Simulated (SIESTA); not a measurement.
**How far to go with the SCF threshold: Mo (Im-3m, 1 atom in the cell)**

```yaml
crystal:
  lattice:
    - [-1.56713, 1.56713, 1.56713]
    - [1.56713, -1.56713, 1.56713]
    - [1.56713, 1.56713, -1.56713]
  atoms:
    - { symbol: Mo, position: [0.00000, 0.00000, 0.00000] }
```

Computed with SIESTA 5.4.2 with LDA PW92, numerical atomic orbitals DZP, PseudoDojo LDA standard norm-conserving potentials (rewritten from UPF to PSML).

Base settings: XC.functional = LDA; XC.authors = PW92; potentials = PseudoDojo LDA standard; PAO.BasisSize = DZP; PAO.EnergyShift = 0.01 Ry; MeshCutoff = 350 Ry; kgrid.MonkhorstPack = 8 8 8; OccupationFunction = FD; ElectronicTemperature = 1160.45 K; MaxSCFIterations = 150.

In this ladder: SCF.DM.Tolerance = default; SCF.DM.Converge = false; SCF.H.Converge = false; SCF.FreeE.Converge = true.

The mesh stays at the base's, so the ladder's end is converged at best in this setting alone.

Only quantities that move along the ladder and can be compared are tabulated.

The starting cell has typed, rounded lattice constants, without a prior relaxation at this level. Its lattice was rescaled by up to half a per cent. Spin polarisation is off. Values carry the incompleteness of an atom-centred basis. In the base run, with a pressure of about -7 GPa the cell is away from its equilibrium volume at this level.

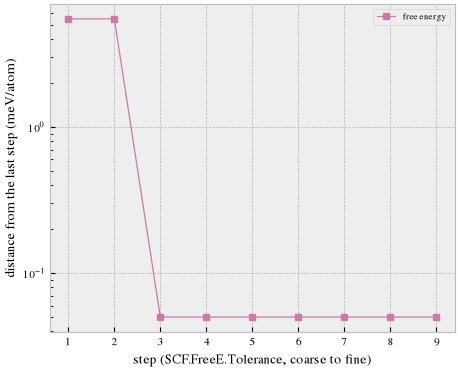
Distance from the last step along the ladder; very small values are drawn at a floor.

| SCF.FreeE.Tolerance | free energy less the last step's (meV/atom) | pressure (GPa) |
|---|---|---|
| 1.0E-01 eV | 5.50 | -6.58 |
| 1.0E-02 eV | 5.50 | -6.58 |
| 1.0E-03 eV | 0.00 | -6.81 |
| 1.0E-04 eV | 0.00 | -6.81 |
| 1.0E-05 eV | 0.00 | -6.81 |
| 1.0E-06 eV | 0.00 | -6.81 |
| 1.0E-07 eV | 0.00 | -6.81 |
| 1.0E-08 eV | 0.00 | -6.81 |
| 1.0E-10 eV | 0.00 | -6.81 |
| 1.0E-12 eV | 0.00 | -6.81 |

Coarsest SCF.FreeE.Tolerance that holds the free energy within 1 meV/atom of the last step, with all finer ones: 1.0E-03 eV; the step before is off by 5.5 meV/atom.

Coarsest SCF.FreeE.Tolerance that holds the pressure within 0.05 GPa of the last step, with all finer ones: 1.0E-03 eV; the step before is off by 0.23 GPa.

Two neighbours can agree and both be off: 1.0E-01 eV and 1.0E-02 eV differ by 0.00 meV/atom in the free energy, yet lie about 5.5 meV/atom from the last step.
